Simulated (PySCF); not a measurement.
```xyz
11

As    2.0345    0.8238   -0.2725
C     0.3141   -0.0705   -0.7157
C    -0.5348   -0.3335    0.5009
Se   -2.2725   -1.1994    0.0696
H     2.3165   -0.0549    0.9126
H     1.4012    1.8261    0.6534
H    -0.2191    0.5694   -1.4266
H     0.5407   -1.0063   -1.2353
H    -0.0523   -1.0350    1.1857
H    -0.7688    0.5854    1.0437
H    -2.7541   -0.1024   -0.7419
```

Geometry: GFN2-xTB.

The calculation used PySCF, CAM-B3LYP/def2-SVPD, SCF density, gas phase.

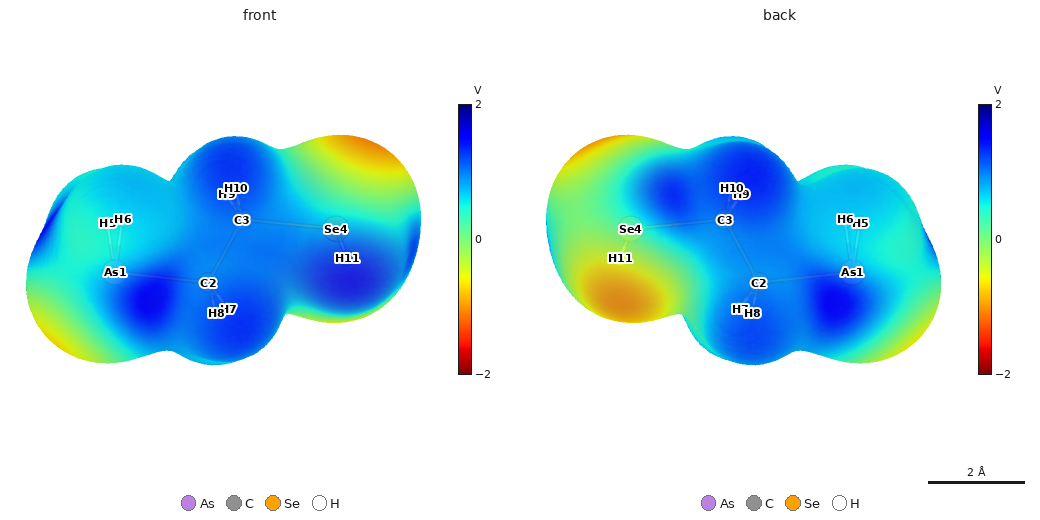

C$_{2}$H$_{7}$AsSe (SMILES [AsH2]CC[SeH]). The electrostatic potential painted on the density surface at 0.004 e/bohr³, seen from the front and from behind; the colour scale runs from red (negative) to blue (positive).

Which sites attract a positive test charge, and which a negative one?

Answer. A positive charge is drawn to the negative regions and a negative charge to the positive ones. The most negative region (about −1.0 V) lies over Se4, the most positive (about +1.5 V) over As1.

How polar is the molecule by this calculation?

Answer. Its dipole moment is 0.85 D.
